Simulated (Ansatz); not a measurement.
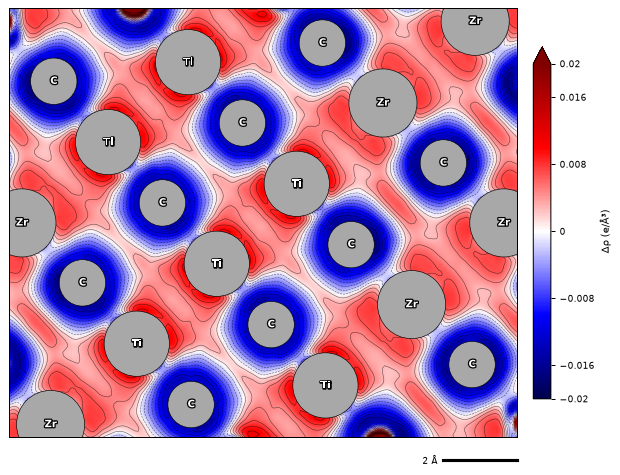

Zr2Ti3C5. Difference of the valence pseudo-densities of two functionals at the same geometry, on the (101̄) plane of the calculation cell: one of PBE and r2SCAN less the other.

Space group R-3m; a structure generated by program, which may or may not match a known phase; computed without spin polarisation.

Both computed with Ansatz (plane waves, PAW), on the same k-point mesh. Grey discs cover the atomic cores.

```
Zr Ti C
1.0
     3.18380    0.00000    0.00000
    -1.59190    0.91908   12.92013
     1.59190   -2.75725    0.00000
Zr Ti C
2 3 5
Direct
  0.20258 0.60775 0.20258
  0.79742 0.39225 0.79742
  0.39653 0.18959 0.39653
  0.00000 0.00000 0.00000
  0.60347 0.81041 0.60347
  0.69827 0.09481 0.69827
  0.30173 0.90519 0.30173
  0.90521 0.71564 0.90521
  0.50000 0.50000 0.50000
  0.09479 0.28436 0.09479
```

Which was subtracted from which, and what does the map show?

Answer. It is PBE less r2SCAN. Against r2SCAN, PBE gives less density around C (−0.013 e/Å³ on average at 0.8 Å from the nucleus) and a change of −0.006 e/Å³ at the midpoint of Ti–C.
